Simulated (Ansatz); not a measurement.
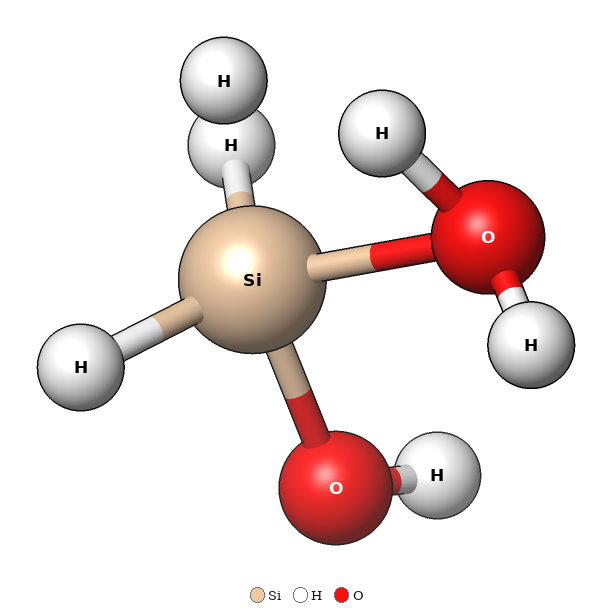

Starting geometry of the run.

Input file:

```yaml
crystal:
  periodic: [false, false, false]
  atoms:
    - {symbol: Si, position_ang: [-0.459510, -0.323023, 0.174655]}
    - {symbol: H, position_ang: [0.689555, -1.610612, -0.001435]}
    - {symbol: H, position_ang: [-1.273941, -1.013676, -0.849568]}
    - {symbol: H, position_ang: [-0.562219, -0.652182, 1.616976]}
    - {symbol: O, position_ang: [-1.217626, 1.165881, 0.043514]}
    - {symbol: H, position_ang: [1.351509, -0.688953, -0.333145]}
    - {symbol: O, position_ang: [1.226725, 0.401165, -0.274073]}
    - {symbol: H, position_ang: [-1.009829, 1.814488, 0.718355]}
    - {symbol: H, position_ang: [1.255235, 0.907010, -1.095480]}
basis:
  gaussian: {orbitals: def2-TZVP}
hamiltonian: {xc: pbe0, dispersion: d4}
phonons: {temperatures: {t_min: 298.15, t_max: 900, t_step: 200}}
```

Output (its end):

```
mean field -12063.25902129 eV, -443.3165922619 hartree, gradient 1.5e-6 eV, S^2 0.000000; 0 other end points of the search recorded, 0 dependent functions left out
the calculation of the forces begins
reference -12063.25904799 eV, -443.3165932428 hartree; 18, 18 occupied and 117, 117 virtual orbitals, 834 factors
these checks for a lower state are left out or cut short: stability, starts, cluster_reference, orbital_swaps, neighbouring_geometries, increment
834 factors; their error is unknown
mean field -12063.25901680 eV, -443.3165920966 hartree, gradient 1.5e-6 eV, S^2 0.000000; 0 other end points of the search recorded, 0 dependent functions left out
the calculation of the forces begins
reference -12063.25904351 eV, -443.3165930782 hartree; 18, 18 occupied and 117, 117 virtual orbitals, 834 factors
WARN: phonons: modes at or below zero, which the zero-point energy, F, S and C_V leave out: 1, the lowest at -1063.90 cm⁻¹. A minimum has none, and a first-order saddle one
Total energy: -12063.36490788 eV, -443.3204835222 hartree
Atom 0 at    -0.459510    -0.323023     0.174655 Å, force     0.000623     0.001171     0.000022 eV/Å
Atom 1 at     0.689555    -1.610612    -0.001435 Å, force    -0.000180     0.000351     0.000088 eV/Å
Atom 2 at    -1.273941    -1.013676    -0.849568 Å, force     0.000379     0.000083     0.000025 eV/Å
Atom 3 at    -0.562219    -0.652182     1.616976 Å, force    -0.000252     0.000107    -0.000263 eV/Å
Atom 4 at    -1.217626     1.165881     0.043514 Å, force     0.000795    -0.000428     0.000736 eV/Å
Atom 5 at     1.351509    -0.688953    -0.333145 Å, force    -0.000034     0.000517     0.000042 eV/Å
Atom 6 at     1.226725     0.401165    -0.274073 Å, force    -0.000840    -0.001145    -0.000727 eV/Å
Atom 7 at    -1.009829     1.814488     0.718355 Å, force    -0.000034    -0.000651    -0.000706 eV/Å
Atom 8 at     1.255235     0.907010    -1.095480 Å, force    -0.000457    -0.000003     0.000783 eV/Å
Dipole moment:     0.387961     0.316343    -0.136749 e Å
Vibrations: -1063.90 180.43 325.07 360.90 510.94 550.88 601.74 768.54 799.20 838.28 913.37 967.41 1060.60 1144.63 1389.96 1618.14 2179.87 2219.01 2253.63 3822.72 3905.74 cm⁻¹, zero-point energy 1.637278 eV
```
